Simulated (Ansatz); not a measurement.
**Be3CoN: relaxing a made-up structure**

Starting from a made-up structure for Be3CoN, the aim is the relaxed cell, its shortest contacts and, where a second run follows, its electronic structure.

Calculated with Ansatz 0.2.0; DFT, PBE, plane-wave PAW, files of the set soft_1, scalar-relativistic, ferromagnetic start, cell and ions relaxed at zero pressure; PAW set soft_1, in the first sound run; inputs show where later runs differ.

**1. The structure**

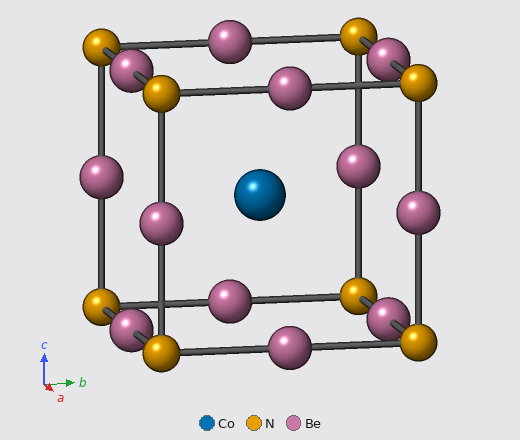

The starting structure, seen slightly off an axis (cobalt blue, nitrogen orange, beryllium pink). Some periodic images of atoms are drawn too.

**2. Relaxing cell and atoms**

The guessed cell has no reason to be at equilibrium. It is relaxed with the atoms, within the space group of the guess.

input.yaml

```yaml
crystal:
  lattice:
    - [3.61, 0.0, 0.0]
    - [0.0, 3.61, 0.0]
    - [0.0, 0.0, 3.61]
  atoms:
    - { symbol: Co, position: [0.5, 0.5, 0.5], spin: 2.0 }
    - { symbol: "N", position: [0.0, 0.0, 0.0] }
    - { symbol: Be, position: [0.0, 0.0, 0.5] }
    - { symbol: Be, position: [0.0, 0.5, 0.0] }
    - { symbol: Be, position: [0.5, 0.0, 0.0] }
magnetization:
  spin_polarized: true
kpoints:
  mp_grid: { grid: [7, 7, 7] }
scf:
  occupations: { method: fermi_dirac, width: 0.05 }
hamiltonian:
  xc: pbe
  pseudopotentials: { kind: paw, azcp: { folder: soft_1 } }
relax:
  f_tol: 0.015
  max_steps: 70
  cell: {}
output:
  forces: true
  stress: true
```

Started as:

```sh
$ ansatz run input.yaml --threads 4 --pin off --max-ram 8192MiB --backend cpu --events-out ev --progress --plain --runs-dir out
```

Numbers of over 12 decimals in the logs are rounded to 6 here.

The log of the run:

```text
Engine: ansatz 0.2.0, x86_64-unknown-linux-gnu
Pseudopotentials: kind: paw
Pseudopotential: Co, paw, valence charge 17, recommended cutoff 420 eV (normal), soft_1/Co.paw.azcp
Pseudopotential: N, paw, valence charge 5, recommended cutoff 420 eV (normal), soft_1/N.paw.azcp
Pseudopotential: Be, paw, valence charge 2, recommended cutoff 420 eV (normal), soft_1/Be.paw.azcp
Functional definition: PBE
  parameter kappa = 0.804
  parameter beta = 0.066725
  exchange = pbe_x(kappa = kappa, mu = beta*pi^2/3)
  correlation = pbe_c(beta = beta)
Crystal: 5 atoms, lattice volume = 47.046 Å³
Basis set: ecut = 420 eV, 925 PW (Γ), exchange–correlation on 50×50×50 points (8 copies of the dense FFT grid, shifted against one another)
Bands: 20, of which v1, the nominal top of the filled ones, is band 14 counted from 1 (13 counted from 0)
Symmetry: 48 space group operations
Space group: Pm-3m (ITA 221), of the structure as read, at distance tolerance 3.6e-5 Å
Magnetic group: BNS 221.92 (UNI 1594), of the structure as read, at distance tolerance 3.6e-5 Å
k-points: 20 of 343
Non-local potential: Co, projectors of the file, l = 0: 3, l = 1: 2, l = 2: 3, l = 3: 1
Non-local potential: N, projectors of the file, l = 0: 2, l = 1: 2, l = 2: 1
Non-local potential: Be, projectors of the file, l = 0: 2, l = 1: 2, l = 2: 1
PAW form: soft (Blöchl's): semilocal exchange-correlation on the pseudo side does not see the compensation charge
PAW one-centre angular grid: Co, 590 points (default); XC on 64 Gauss nodes
PAW one-centre angular grid: N, 110 points (default); XC on 64 Gauss nodes
PAW one-centre angular grid: Be, 110 points (default); XC on 64 Gauss nodes
Initial density: superposition of atomic densities (chi_scale 0.1, normalization cell, long waves kept (reshape's long-wave potential 0.02 eV rms))
Starting moments: Σ|m| = 2 μB on 1 of 5 sites
Initial wavefunctions: pseudopotential atomic-orbital guess
Functional: x = pbe(κ = 0.804, μ = 0.219515), c = pbe(β = 0.066725)
SCF iter   1: F=—  HF=-5786.659448 eV  |F-HF|=—  |Δ(HF+E_count)|=         —  Δρ=1.22e-1 (↑6.83e-2 ↓1.22e-1)  dr2=1.31e1  dr2_m=3.79e-1  M=1.149 μB ∫|m|=1.619 μB  β_m=0.30  ethr=3.10e-3  ⟨swp⟩=5.6  Hψ=3520  notcnv=0
Mixer restart at iter 1: flushing history
preconditioner: auto → Kerker (q_TF=auto, 2.502 Å⁻¹)  [metal: Δε(μ)=0.010 eV  Ē_g=8.816 eV  σ=0.050 eV  W_gap=0.05  n_scr=18 (ndim 8)  ℏωp=24.2 eV  f_vac=0.000  D(μ)=5.44/eV (n_scr^D=80)]
spin=Collinear: Kerker preconditioning applied to the charge; magnetization (m = ρ↑ − ρ↓) channel mixes plain (no charge-response kernel on spin).
SCF iter   2: F=—  HF=-5787.813573 eV  |F-HF|=—  |Δ(HF+E_count)|=    1.15e0  Δρ=4.21e-2 (↑1.32e-2 ↓4.21e-2)  dr2=1.26e0  dr2_m=1.92e-1  M=1.178 μB ∫|m|=1.680 μB  β_m=0.35  ethr=3.10e-3  ⟨swp⟩=2.9  Hψ=2004  notcnv=0  defer=28
SCF iter   3: F=—  HF=-5787.942538 eV  |F-HF|=—  |Δ(HF+E_count)|=   1.29e-1  Δρ=3.81e-2 (↑1.05e-2 ↓3.81e-2)  dr2=1.01e0  dr2_m=1.68e-1  M=1.016 μB ∫|m|=1.614 μB  β_m=0.48  ethr=3.10e-3  ⟨swp⟩=2.0  Hψ=1302  notcnv=0  defer=30
SCF iter   4: F=—  HF=-5788.057947 eV  |F-HF|=—  |Δ(HF+E_count)|=   1.15e-1  Δρ=2.08e-2 (↑2.08e-2 ↓6.26e-3)  dr2=1.21e-1  dr2_m=3.77e-2  M=0.809 μB ∫|m|=1.458 μB  β_m=0.78  ethr=3.10e-3  ⟨swp⟩=2.4  Hψ=1263  notcnv=0  defer=30
SCF iter   5: F=—  HF=-5788.120454 eV  |F-HF|=—  |Δ(HF+E_count)|=         —  Δρ=1.56e-2 (↑1.56e-2 ↓3.55e-3)  dr2=9.27e-2  dr2_m=2.05e-2  M=0.739 μB ∫|m|=1.328 μB  β_m=0.78  ethr=4.32e-4  ⟨swp⟩=2.4  Hψ=1624  notcnv=0  defer=33
Mixer restart at iter 5: flushing history
SCF iter   6: F=—  HF=-5788.145845 eV  |F-HF|=—  |Δ(HF+E_count)|=   2.54e-2  Δρ=1.43e-2 (↑8.86e-3 ↓1.43e-2)  dr2=1.61e-1  dr2_m=3.42e-3  M=0.714 μB ∫|m|=1.301 μB  β_m=0.60  ethr=3.31e-4  ⟨swp⟩=2.6  Hψ=1606  notcnv=0  defer=33
SCF iter   7: F=—  HF=-5788.109414 eV  |F-HF|=—  |Δ(HF+E_count)|=   3.64e-2  Δρ=4.46e-3 (↑4.46e-3 ↓1.36e-3)  dr2=9.57e-3  dr2_m=1.35e-3  M=0.731 μB ∫|m|=1.313 μB  β_m=0.61  ethr=3.31e-4  ⟨swp⟩=2.4  Hψ=1824  notcnv=0  defer=33
SCF iter   8: F=—  HF=-5788.109267 eV  |F-HF|=—  |Δ(HF+E_count)|=   1.48e-4  Δρ=1.33e-3 (↑1.33e-3 ↓5.24e-4)  dr2=7.00e-4  dr2_m=2.50e-4  M=0.729 μB ∫|m|=1.304 μB  β_m=0.60  ethr=3.42e-5  ⟨swp⟩=2.5  Hψ=1262  notcnv=0  defer=33
SCF iter   9: F=—  HF=-5788.109146 eV  |F-HF|=—  |Δ(HF+E_count)|=   1.21e-4  Δρ=3.62e-4 (↑1.33e-4 ↓3.62e-4)  dr2=7.81e-5  dr2_m=1.57e-5  M=0.728 μB ∫|m|=1.300 μB  β_m=0.80  ethr=2.50e-6  ⟨swp⟩=2.3  Hψ=1182  notcnv=0  defer=33
SCF iter  10: F=—  HF=-5788.109144 eV  |F-HF|=—  |Δ(HF+E_count)|=   1.69e-6  Δρ=1.22e-4 (↑8.02e-5 ↓1.22e-4)  dr2=1.83e-5  dr2_m=2.09e-7  M=0.727 μB ∫|m|=1.297 μB  β_m=0.78  ethr=2.79e-7  ⟨swp⟩=2.3  Hψ=1104  notcnv=0  defer=33
SCF iter  11: F=—  HF=-5788.109142 eV  |F-HF|=—  |Δ(HF+E_count)|=   2.47e-6  Δρ=5.07e-5 (↑1.94e-5 ↓5.07e-5)  dr2=1.37e-6  dr2_m=1.39e-7  M=0.728 μB ∫|m|=1.298 μB  β_m=0.89  ethr=6.53e-8  ⟨swp⟩=2.0  Hψ=953  notcnv=0  defer=33
SCF iter  12: F=—  HF=-5788.109142 eV  |F-HF|=—  |Δ(HF+E_count)|=   6.46e-7  Δρ=2.62e-5 (↑6.00e-6 ↓2.62e-5)  dr2=2.59e-7  dr2_m=7.95e-8  M=0.728 μB ∫|m|=1.298 μB  β_m=0.94  ethr=4.89e-9  ⟨swp⟩=2.0  Hψ=959  notcnv=0  defer=33
SCF iter  13: F=—  HF=-5788.109142 eV  |F-HF|=—  |Δ(HF+E_count)|=   2.79e-8  Δρ=6.95e-6 (↑3.87e-6 ↓6.95e-6)  dr2=5.53e-9  dr2_m=1.21e-8  M=0.729 μB ∫|m|=1.298 μB  β_m=0.97  ethr=9.23e-10  ⟨swp⟩=2.0  Hψ=972  notcnv=0  defer=33
SCF iter  14: F=-5788.109142 eV  HF=-5788.109142 eV  |F-HF|=1.51e-10  |Δ(HF+E_count)|=   1.58e-9  Δρ=4.40e-7 (↑3.73e-7 ↓4.40e-7)  dr2=2.15e-10  dr2_m=6.93e-12  M=0.729 μB ∫|m|=1.298 μB  ethr=1.97e-11  ⟨swp⟩=1.2  Hψ=2232  notcnv=0
SCF 1 converged in 14 iterations: F = -5788.109142 eV  dr2 = 2.15e-10
  greatest PAW one-centre occupation: 1.001 electrons in one spin orbital (limit 2), on the Co atom at site 0 (counted from 0), in its partial waves of l = 1
relax step   1: F+E_penalty+E_count = -5788.10914241 eV  Δ(F+E_penalty+E_count) = +0.000e0 eV  max|allowed force component| = 2.047e-29 eV/Å  Δτ_max = 0.0000 Å  P = -16.080 GPa  Ω = 47.046 Å³  (14 SCF iters, dr2 threshold 1.00e-7 eV, accepted)
Crystal: 5 atoms, lattice volume = 43.514 Å³
Basis set: ecut = 420 eV, 847 PW (Γ), exchange–correlation on 50×50×50 points (8 copies of the dense FFT grid, shifted against one another)
Initial density: handed on by an earlier stage of this run
Starting moments: Σ|m| = 2 μB on 1 of 5 sites; this step starts from the density that it was given
Initial wavefunctions: those handed on with the density
iter 1 solved again at ethr=9.05e-5 eV; its pass at ethr=3.10e-3 eV (dr2=2.53e-2 eV) is discarded
[...]
SCF iter   6: F=—  HF=-5788.447191 eV  |F-HF|=—  |Δ(HF+E_count)|=   1.23e-3  Δρ=1.52e-3 (↑2.12e-4 ↓1.52e-3)  dr2=5.56e-4  dr2_m=2.47e-4  M=0.194 μB ∫|m|=0.498 μB  β_m=0.40  ethr=6.50e-7  ⟨swp⟩=2.4  Hψ=1469  notcnv=0  defer=35
SCF iter   7: F=—  HF=-5788.447121 eV  |F-HF|=—  |Δ(HF+E_count)|=   7.06e-5  Δρ=4.26e-4 (↑4.26e-4 ↓2.02e-4)  dr2=4.25e-5  dr2_m=3.13e-5  M=0.184 μB ∫|m|=0.468 μB  β_m=0.39  ethr=6.50e-7  ⟨swp⟩=2.5  Hψ=1399  notcnv=0  defer=35
SCF iter   8: F=—  HF=-5788.447148 eV  |F-HF|=—  |Δ(HF+E_count)|=   2.77e-5  Δρ=2.35e-4 (↑2.35e-4 ↓7.76e-5)  dr2=2.05e-5  dr2_m=7.41e-6  M=0.180 μB ∫|m|=0.456 μB  β_m=0.70  ethr=1.52e-7  ⟨swp⟩=2.2  Hψ=1192  notcnv=0  defer=35
SCF iter   9: F=—  HF=-5788.447187 eV  |F-HF|=—  |Δ(HF+E_count)|=   3.92e-5  Δρ=1.00e-4 (↑9.29e-5 ↓1.00e-4)  dr2=1.16e-5  dr2_m=8.31e-8  M=0.175 μB ∫|m|=0.440 μB  β_m=0.83  ethr=7.34e-8  ⟨swp⟩=2.5  Hψ=1356  notcnv=0  defer=35
SCF iter  10: F=—  HF=-5788.447192 eV  |F-HF|=—  |Δ(HF+E_count)|=   4.58e-6  Δρ=5.93e-5 (↑1.86e-5 ↓5.93e-5)  dr2=2.02e-6  dr2_m=1.68e-7  M=0.174 μB ∫|m|=0.439 μB  β_m=0.92  ethr=4.15e-8  ⟨swp⟩=2.1  Hψ=1002  notcnv=0  defer=35
SCF iter  11: F=—  HF=-5788.447192 eV  |F-HF|=—  |Δ(HF+E_count)|=   1.59e-7  Δρ=1.06e-5 (↑1.06e-5 ↓6.62e-6)  dr2=1.50e-8  dr2_m=2.66e-8  M=0.174 μB ∫|m|=0.440 μB  β_m=0.81  ethr=7.23e-9  ⟨swp⟩=2.0  Hψ=993  notcnv=0  defer=35
SCF iter  12: F=-5788.447192 eV  HF=-5788.447192 eV  |F-HF|=6.05e-8  |Δ(HF+E_count)|=   2.18e-8  Δρ=6.93e-6 (↑6.73e-6 ↓6.93e-6)  dr2=6.61e-8  dr2_m=1.79e-10  M=0.175 μB ∫|m|=0.440 μB  ethr=5.35e-11  ⟨swp⟩=1.7  Hψ=2285  notcnv=0
SCF 3 converged in 12 iterations: F = -5788.447192 eV  dr2 = 6.61e-8
relax step   3: F+E_penalty+E_count = -5788.44719216 eV  Δ(F+E_penalty+E_count) = -6.273e-2 eV  max|allowed force component| = 4.001e-29 eV/Å  Δτ_max = 0.0000 Å  P = +3.181 GPa  Ω = 40.286 Å³  energy of the carried Pulay correction = +6.601e-3 eV  (12 SCF iters, dr2 threshold 5.00e-7 eV, accepted)
[...]
relax step   4: F+E_penalty+E_count = -5788.45395586 eV  Δ(F+E_penalty+E_count) = -6.764e-3 eV  max|allowed force component| = 3.349e-30 eV/Å  Δτ_max = 0.0000 Å  P = +0.044 GPa  Ω = 41.048 Å³  energy of the carried Pulay correction = +5.806e-3 eV  (14 SCF iters, dr2 threshold 5.00e-7 eV, accepted)
[...]
relax step   5: F+E_penalty+E_count = -5788.45075909 eV  Δ(F+E_penalty+E_count) = +3.197e-3 eV  max|allowed force component| = 1.037e-29 eV/Å  Δτ_max = 0.0000 Å  P = -0.079 GPa  Ω = 41.048 Å³  stress off target by 7.90e-2 GPa  SCF on the basis re-selected at this cell (its energy is not comparable with the rows above)  (14 SCF iters)
[...]
relax step   6: F+E_penalty+E_count = -5788.45078398 eV  Δ(F+E_penalty+E_count) = -2.489e-5 eV  max|allowed force component| = 4.018e-29 eV/Å  Δτ_max = 0.0000 Å  P = -0.002 GPa  Ω = 41.028 Å³  energy of the carried Pulay correction = +1.996e-5 eV  (9 SCF iters, dr2 threshold 1.56e-8 eV, accepted)
iter 1 solved again at ethr=2.42e-8 eV; its pass at ethr=3.10e-3 eV (dr2=6.77e-6 eV) is discarded
SCF iter   1: F=—  HF=-5788.450778 eV  |F-HF|=—  |Δ(HF+E_count)|=         —  Δρ=5.68e-7 (↑5.68e-7 ↓3.32e-7)  dr2=2.38e-11  dr2_m=7.37e-11  M=0.202 μB ∫|m|=0.513 μB  β_m=0.65  ethr=2.42e-8  ⟨swp⟩=3.0  Hψ=5824  notcnv=0
eigensolver tolerance schedule: the retry pair's looser diagonalisation over-reported the residual by 284097.73 of it (diagonalisation noise at an unbounded share of the residual, at the tolerance the schedule requests for it); recorded, not acted on — ethr = c·dr2/N_el stays at c = 1.0e-1
preconditioner: auto → none  [metal: Δε(μ)=0.089 eV  Ē_g=9.528 eV  σ=0.050 eV  W_gap=0.42  n_scr=6 (ndim 8)  ℏωp=25.9 eV  f_vac=0.000  D(μ)=1.43/eV (n_scr^D=6)]
SCF iter   2: F=—  HF=-5788.450784 eV  |F-HF|=—  |Δ(HF+E_count)|=   5.83e-6  Δρ=5.84e-7 (↑1.16e-7 ↓5.84e-7)  dr2=8.44e-11  dr2_m=3.78e-11  M=0.202 μB ∫|m|=0.513 μB  β_m=0.30  ethr=1.00e-12  ⟨swp⟩=3.1  Hψ=1674  notcnv=0
SCF iter   3: F=—  HF=-5788.450784 eV  |F-HF|=—  |Δ(HF+E_count)|=  2.36e-11  Δρ=4.07e-7 (↑4.07e-7 ↓2.95e-7)  dr2=3.93e-12  dr2_m=4.60e-11  M=0.202 μB ∫|m|=0.513 μB  β_m=0.41  ethr=1.00e-12  ⟨swp⟩=2.0  Hψ=943  notcnv=0
SCF iter   4: F=—  HF=-5788.450784 eV  |F-HF|=—  |Δ(HF+E_count)|=  2.18e-11  Δρ=2.92e-7 (↑2.92e-7 ↓2.43e-7)  dr2=9.02e-11  dr2_m=2.60e-13  M=0.202 μB ∫|m|=0.513 μB  β_m=0.34  ethr=1.00e-12  ⟨swp⟩=1.8  Hψ=922  notcnv=0
SCF iter   5: F=-5788.450784 eV  HF=-5788.450784 eV  |F-HF|=3.73e-11  |Δ(HF+E_count)|=  1.09e-11  Δρ=1.89e-7 (↑1.56e-7 ↓1.89e-7)  dr2=3.59e-11  dr2_m=2.43e-13  M=0.202 μB ∫|m|=0.513 μB  ethr=1.00e-12  ⟨swp⟩=2.2  Hψ=2251  notcnv=0
SCF 7 converged in 5 iterations: F = -5788.450784 eV  dr2 = 3.59e-11
relax step   7: F+E_penalty+E_count = -5788.45078398 eV  Δ(F+E_penalty+E_count) = -2.465e-10 eV  max|allowed force component| = 6.061e-29 eV/Å  Δτ_max = 0.0000 Å  P = -0.002 GPa  Ω = 41.028 Å³  stress off target by 2.32e-3 GPa  SCF on the basis re-selected at this cell (its energy is not comparable with the rows above)  (5 SCF iters)
basis re-selected at this cell: Δ(F+E_penalty+E_count) = -2.465e-10 eV, ΔP = -0.001 GPa vs the last step (what re-selecting the basis moved, of the pressure what is left beyond the Pulay correction that the steps carried, after the strain that the cell walked since its last selection, with what the two solves' SCF thresholds leave and, on support functions, any second-order correction that the steps lacked; it is no  [...]
SCF converged after 5 iterations
Magnetization: 0.2016 μB (14.1008 up, 13.8992 down)
Absolute magnetization: 0.5127 μB (∫|ρ↑−ρ↓|, with the PAW one-centre terms)
Spin contamination: 0.0455 ħ² per cell (⟨S²⟩ above its minimum at these occupations)
Per-site moments (μB) at R_I (Å): [(0.353939, 1.006014), (-0.038625, 0.711359), (-0.00692691, 0.711359), (-0.00692691, 0.711359), (-0.00692691, 0.711359)]
Free energy (F): -5788.450784 eV
Harris-Foulkes:  -5788.450784 eV  (|F-HF|=3.73e-11)
Internal energy: -5788.438196 eV  (E = F + TS)
E sigma→0 (E₀):  -5788.444490 eV
Entropy (-TS):   -0.012588 eV (-2.518 meV/atom)
Fermi energy:    11.203959 eV
--- Per-component energies (eV) ---
  E_band       = -311.694175
  E_kinetic    = 490.126527
  E_local      = -3889.890240  (includes V_loc(G=0)·N_el)
  E_nonlocal   = 487.515532
  E_hartree    = 1724.523217
  E_xc         = -212.898373
  E_vxc        = -256.185418  (∫ρ·V_xc dr)
  E_paw        = -1883.108261  (= ΣΔE_a)
  E_vpaw       = -592.307372  (= ΣTr[D̂ρ^β])
  E_aug_tail   = 0.000862  (compensation charges beyond the density's cutoff)
  E_ewald      = -2504.707459
  E_smearing   = -0.012588  (= −TS)
  E_closure    = 0.000000  (closes the sum)
  Σ components = -5788.450784   (vs F -5788.450784, Δ=0.00e0)
--- Forces (eV/Å), atoms counted from 1 ---
  atom   1  Co    -0.00000000     0.00000000     0.00000000
  atom   2  N      0.00000000     0.00000000     0.00000000
  atom   3  Be    -0.00000000     0.00000000     0.00000000
  atom   4  Be     0.00000000     0.00000000    -0.00000000
  atom   5  Be     0.00000000    -0.00000000    -0.00000000
  max |Σ_I F_I| component: 7.56e-29 eV/Å
--- Stress (GPa, compression-positive) ---
       -0.002321       0.000000       0.000000
        0.000000      -0.002321       0.000000
        0.000000       0.000000      -0.002321
  P = ⅓ Tr σ = -0.0023 GPa (-0.023 kbar)
--- Relaxed structure (5 steps of the walk, 5 accepted, 2 SCFs on fresh bases) ---
  F+E_penalty+E_count = -5788.45078398 eV   max|allowed force component| = 6.061e-29 eV/Å   (the final SCF, on the basis selected at the relaxed cell)
  cell:  # Å, volume = 41.0284 Å³
    - [3.449014, 0, 0]
    - [0, 3.449014, 0]
    - [0, 0, 3.449014]
  atoms:
    - { symbol: Co, position: [0.500000, 0.500000, 0.500000] }
    - { symbol: N, position: [0, 0, 0] }
    - { symbol: Be, position: [0, 0, 0.500000] }
    - { symbol: Be, position: [0, 0.500000, 0] }
    - { symbol: Be, position: [0.500000, 0, 0] }
```

Run time: 5.1 s. Hardware: 4 threads of Intel Xeon Platinum 8488C (Sapphire Rapids), shared host; peak memory 0.46 GiB.

Step by step:

```
step  energy less that of the first step (eV)  largest force component (eV/Å)  pressure (GPa)  volume (Å³)
   1                                   0.0000                          0.0000          -16.08        47.05
   2                                  -0.2753                          0.0000           -8.31        43.51
   3                                  -0.3380                          0.0000            3.18        40.29
   4                                  -0.3448                          0.0000            0.04        41.05
  5*                                  -0.3416                          0.0000           -0.08        41.05
   6                                  -0.3416                          0.0000            0.00        41.03
  7*                                  -0.3416                          0.0000            0.00        41.03
```

Relaxation steps marked * repeat the geometry before them on a plane-wave basis chosen anew for their cell, so energy and pressure can jump there.

Forces are held to the 48 operations that the run works with; a distortion that breaks them can't arise in this run.

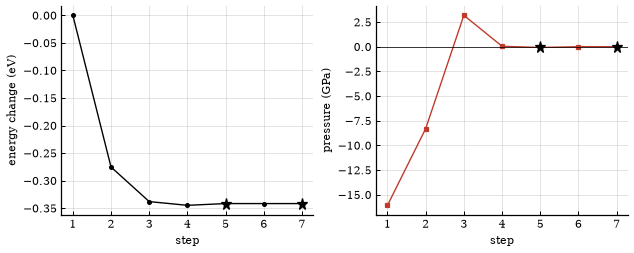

Energy and pressure along the relaxation. Stars mark steps on a basis chosen anew.

```
conventional cell, symmetrised  before  after   change
                         a (Å)   3.610  3.449   -4.5 %
                         b (Å)   3.610  3.449   -4.5 %
                         c (Å)   3.610  3.449   -4.5 %
              volume (Å³/atom)    9.41   8.21  -12.8 %
```

The relaxed structure:

```cif
data_structure
_symmetry_space_group_name_H-M 'P 1'
_symmetry_Int_Tables_number 1
_cell_length_a 3.4490
_cell_length_b 3.4490
_cell_length_c 3.4490
_cell_angle_alpha 90.000
_cell_angle_beta 90.000
_cell_angle_gamma 90.000
_cell_volume 41.03
loop_
_atom_site_label
_atom_site_type_symbol
_atom_site_fract_x
_atom_site_fract_y
_atom_site_fract_z
_atom_site_occupancy
Co1 Co 0.50000 0.50000 0.50000 1
N2 N 0.00000 0.00000 0.00000 1
Be3 Be 0.00000 0.00000 0.50000 1
Be4 Be 0.00000 0.50000 0.00000 1
Be5 Be 0.50000 0.00000 0.00000 1
```

Numbers from this step:

| Item | Value |
| --- | --- |
| free energy | -5788.4508 eV |
| energy at zero smearing | -5788.4445 eV |
| smearing term TS | 0.01259 eV |
| Fermi energy | 11.20 eV |
| magnetization | 0.2016 μB |
| absolute magnetization | 0.5127 μB |
| site moments | 0.3539, -0.03862, -0.006927, -0.006927, -0.006927 μB |
| electrons | 28 |
| symmetry operations | 48 |
| pressure | -0.002321 GPa |

Site moment by atom:

```
atom  site moment (μB)
 Co1             0.354
  N2            -0.039
 Be3            -0.007
 Be4            -0.007
 Be5            -0.007
```

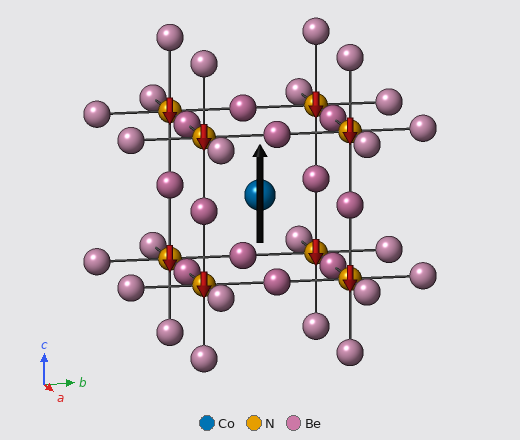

Site moment as arrows, the longest 0.354 μB. Up and down stand for the sign. Arrows give size and sign along the axis of quantisation, drawn up and down the page. Each arrow also spans its atom, so small moments look longer than they are. The two directions have two colours. Some periodic images of atoms are drawn too.

Shortest distances by pair of elements, guess and relaxed (not always the same contact):

```
 pair  guess (Å)  relaxed (Å)
 Be–N      1.805        1.725
Be–Co      2.553        2.439
Be–Be      2.553        2.439
 Co–N      3.126        2.987
Co–Co      3.610        3.449
```

The relaxation ends with a pressure of 0.00 GPa.

(Continued in part 2 of 2.)

[Logs are printed without paths, hosts, clocks, repeated set-up lines and the standing remarks that a program may print on its own settings, such as how far it seeks lower states.]

[Hosts, paths, dates, database ids (printed as entryN), source tags and the programs' standing remarks are cut or masked in the printed files.]
